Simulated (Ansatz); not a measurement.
**The HOMO–LUMO gap down a group: C to Ge**

One atom is swapped for its congeners: C3H8BN `BN(C)C=C`; C2H8BNSi `BN([SiH3])C=C`; C2H8BGeN `B[N]([GeH3])C=C`. All are singlets with charge 0.

Shapes, held fixed at every level: PBE0-D4/def2-TZVP. Flexible molecules stand in one conformer, not always the lowest. Programs: Ansatz 0.2.0. Values in eV.

```tsv
level	C3H8BN	C2H8BNSi	C2H8BGeN
PBE-D4/def2-TZVPP	4.29	4.41	4.37
r2SCAN-D4/def2-TZVPP	4.73	4.87	4.82
B3LYP-D4/def2-TZVPP	5.83	5.96	5.91
PBE0-D4/def2-TZVPP	6.26	6.40	6.35
wB97M-V/def2-TZVPP	10.27	10.45	10.38
wB97X-V/def2-TZVPP	10.57	10.75	10.68
```

At wB97X-V/def2-TZVPP the HOMO–LUMO gap isn't monotonic: it is largest for Si and smallest for C (10.75 and 10.57 eV). Every level shows the same order. Relativity is left out for Ge unless named. Orbital gaps aren't excitation energies, and the LUMO depends on the basis.

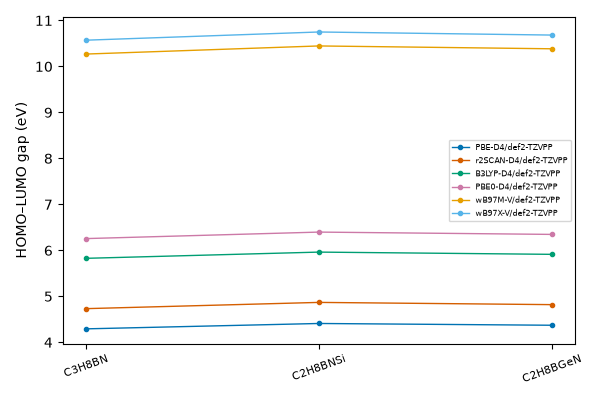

The trend along the series, level by level.
